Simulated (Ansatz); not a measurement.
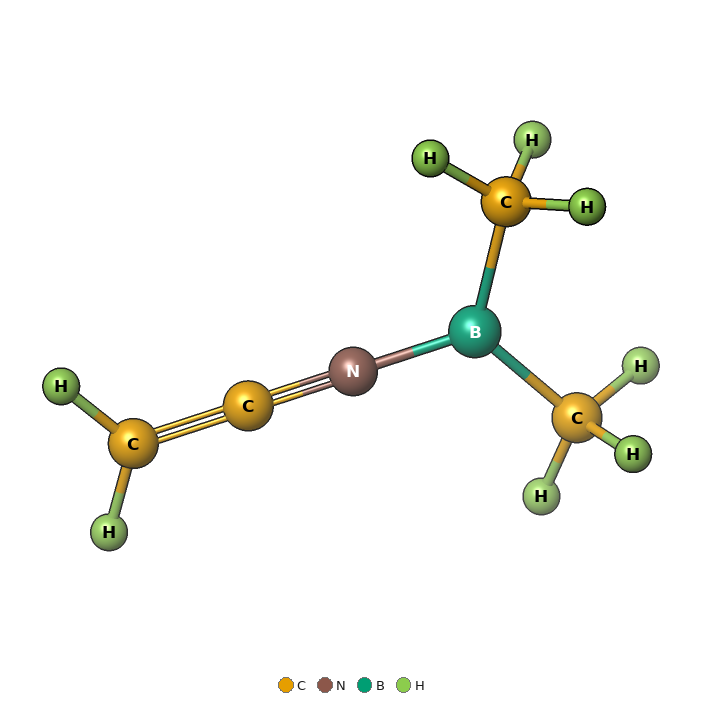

Orthographic view. Atoms fade into the background with distance from the viewer. The geometry was computed by an optimisation with PBE-D4/def2-SVP. No frequency run is at hand to confirm it as a minimum.

> Give the standard InChI.

InChI=1S/C4H8BN/c1-4-6-5(2)3/h1H2,2-3H3
